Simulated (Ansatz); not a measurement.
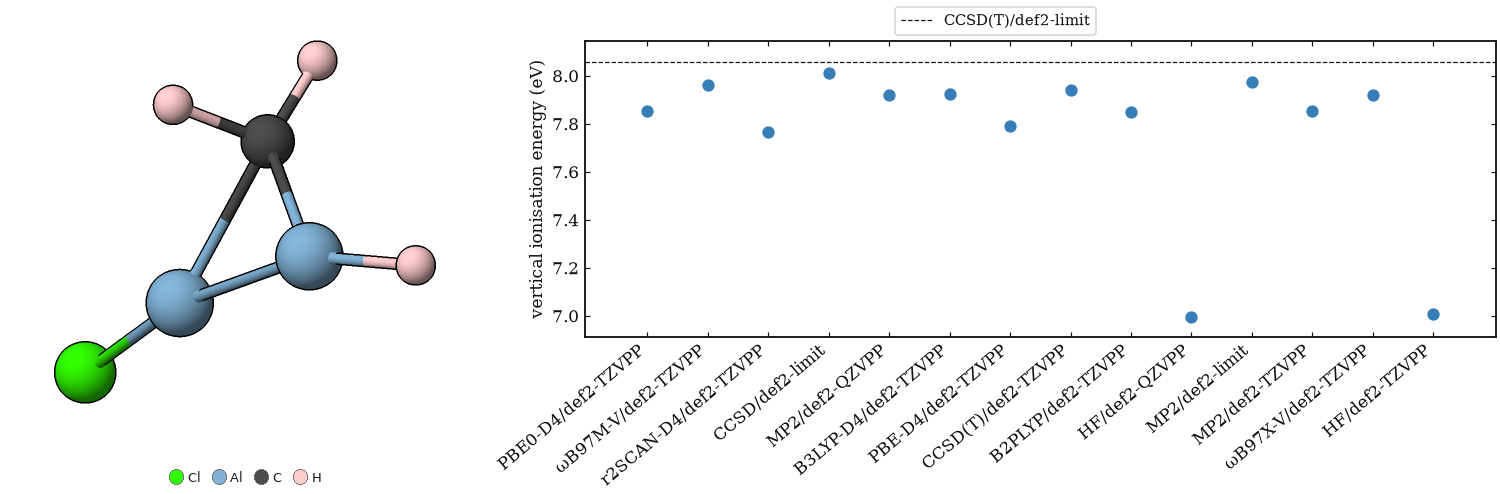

Vertical ionisation energy of CH₃Al₂Cl, SMILES [Cl][Al]1[CH2][AlH]1, singlet, taken as the energy of the cation less that of the neutral at fixed geometry (unrestricted doublet cation, cores frozen in correlated methods, no spin-orbit coupling), the Ansatz code 0.2.0, at a PBE0-D4/def2-TZVP geometry (a minimum by its frequencies). Limit means an estimate of the basis limit from triple and quadruple zeta; for coupled cluster it is either extrapolated directly or built as the MP2 limit plus the step from MP2 in triple zeta. B2PLYP/def2-TZVPP holds a correlation term that converges slowly with the basis, so part of the distance to the limit is basis error. The distance of MP2/def2-QZVPP, CCSD(T)/def2-TZVPP and MP2/def2-TZVPP to the limit includes basis error.

Question: What range do the values span, the line included?

Answer: From 7.00 eV (HF/def2-QZVPP) to 8.06 eV (CCSD(T)/def2-limit).

Question: Give the values.

Answer:
```
               level    eV  less CCSD(T)/def2-limit
  PBE0-D4/def2-TZVPP  7.85                    −0.21
  ωB97M-V/def2-TZVPP  7.96                    −0.10
r2SCAN-D4/def2-TZVPP  7.77                    −0.29
     CCSD/def2-limit  8.01                    −0.05
      MP2/def2-QZVPP  7.92                    −0.14
 B3LYP-D4/def2-TZVPP  7.92                    −0.13
   PBE-D4/def2-TZVPP  7.79                    −0.27
  CCSD(T)/def2-TZVPP  7.94                    −0.12
   B2PLYP/def2-TZVPP  7.85                    −0.21
       HF/def2-QZVPP  7.00                    −1.06
      MP2/def2-limit  7.97                    −0.09
      MP2/def2-TZVPP  7.85                    −0.21
  ωB97X-V/def2-TZVPP  7.92                    −0.14
       HF/def2-TZVPP  7.01                    −1.05
  CCSD(T)/def2-limit  8.06                     0.00
```
